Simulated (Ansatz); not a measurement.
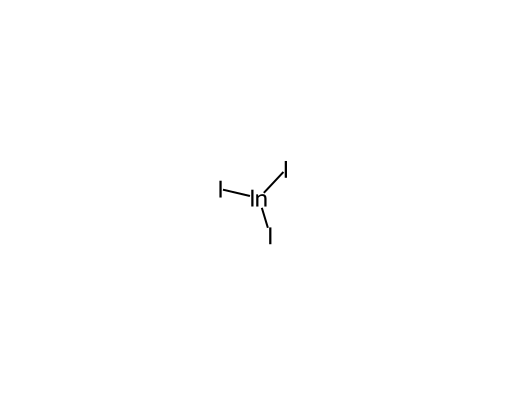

Skeletal drawing of a molecule.

**Give its SMILES.**

[I][In]([I])[I]

**Give the formula, hydrogens included.**

InI3.

**An optimisation with PBE0-D4/def2-TZVP gave a structure of which point group?**

D3h.

The parts below concern this one geometry. Atoms keep their numbers from picture to picture. Computed geometry: PBE0-D4/def2-TZVP optimisation.

### Shape

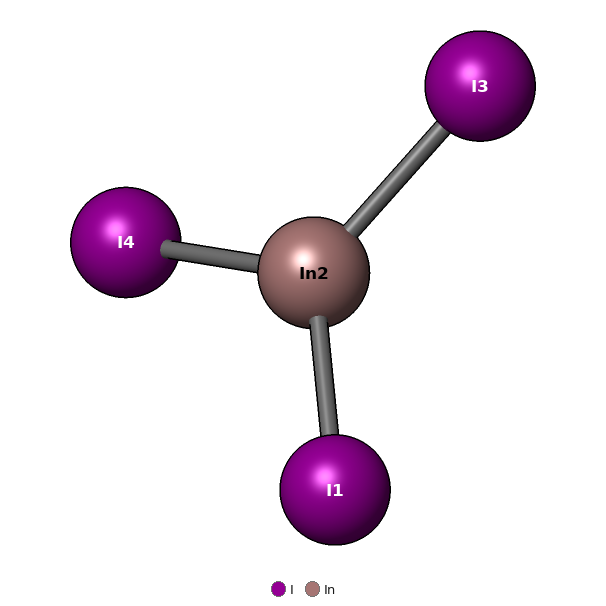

The atoms are numbered.

What are the angles I1–In2–I3?

| angle | degrees |
| --- | --- |
| I1–In2–I3 | 120.0 |

### Electronic properties

Properties computed with RKS PBE0-D4/def2-TZVPP, core potentials on I, In (Ansatz 0.2.0).

Predict the main results.

- HOMO energy (Kohn–Sham orbital): −7.85 eV
- LUMO energy (Kohn–Sham orbital): −3.03 eV
- HOMO–LUMO gap: 4.82 eV

### Vibrations

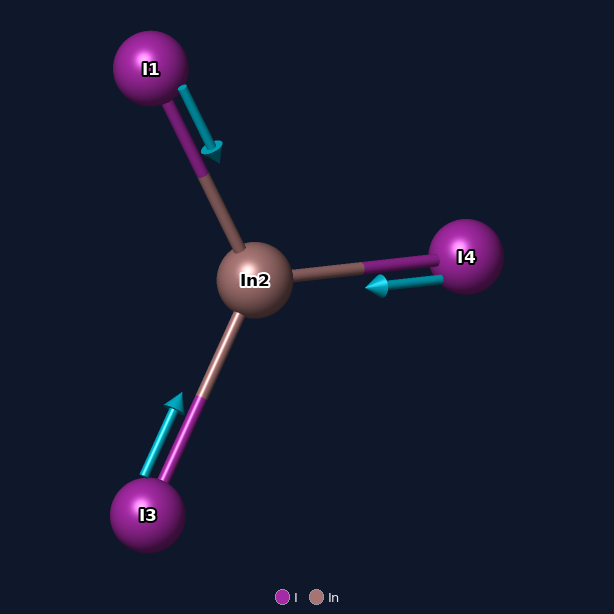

The arrows show one normal mode. Harmonic vibrations computed with RKS PBE0-D4/def2-TZVP, core potentials on I, In (Ansatz 0.2.0) at a stationary point of the same level.

**Describe the motion.**

Mostly in-phase stretching of 3 In–I bonds.

**Estimate its harmonic wavenumber.**

150 cm⁻¹; it is mode 4 of 6 counted from the lowest.

### Charges

The questions are on Mulliken charges. Level of theory: RKS B3LYP-D4/def2-TZVPP, core potentials on I, In (Ansatz 0.2.0).

List the Mulliken charges.

```tsv
atom	value (e)
I1	−0.22
In2	0.67
I3	−0.22
I4	−0.22
```

### Thermal motion

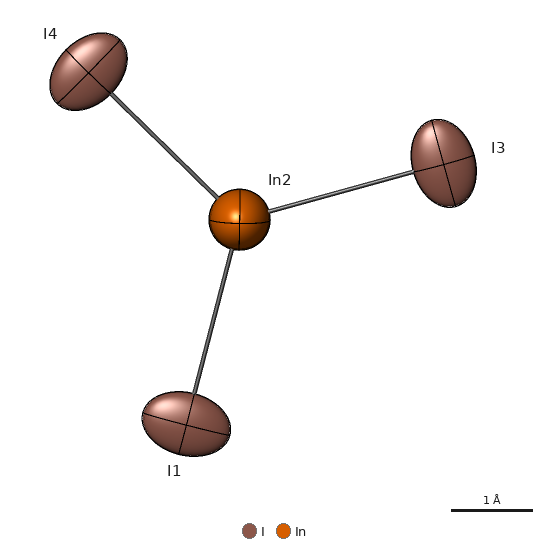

Displacement ellipsoids at the 50 % level, enlarged 3 times, from the internal vibrations of the free molecule (harmonic, no overall translation or rotation; no half-axis is drawn under 0.075 Å). Vibrations computed with RKS PBE0-D4/def2-TZVP, core potentials on I, In (Ansatz 0.2.0). Temperature: 400 K.

**Which atom moves most?**

In2, with U_eq = 0.0094 Å².

Give the displacement parameters, one line for each set of equivalent atoms.

| atom | U_eq (Å²) | rms amplitudes (Å) |
| --- | --- | --- |
| I1, I3, I4 | 0.0076 | 0.037, 0.084, 0.120 |
| In2 | 0.0094 | 0.082, 0.082, 0.122 |

Mulliken values depend strongly on the basis set and can even reverse the polarity of a bond.
